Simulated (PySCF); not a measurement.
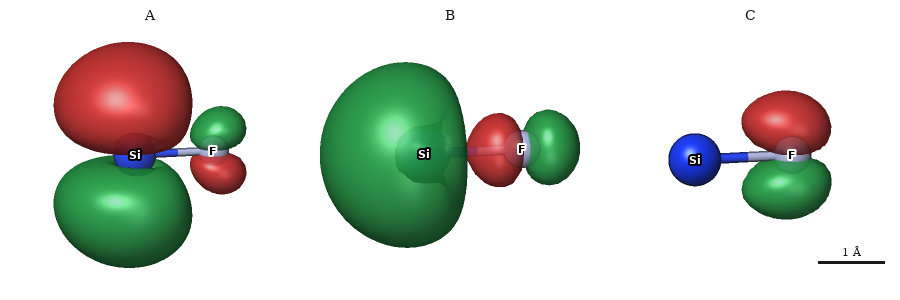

Figure 1: SiF (charge +1). Three frontier orbitals, each drawn at the value that holds 80 % of its norm (green and red are the two phases), in no order; of a degenerate pair one member is drawn.

All numbers below come from PBE0/def2-TZVP, non-relativistic Hamiltonian with scalar-relativistic core potentials where named, at a bond length of 1.540 Å (PySCF 2.14.0).

Name the orbitals and rank them from lowest to highest energy.

Answer. Orbital C: π, occupied, −20.81 eV; mainly on F (85 %).
Orbital B: σ, occupied, −17.84 eV; mainly on Si (85 %).
Orbital A: π, empty, −9.91 eV; mainly on Si (90 %).
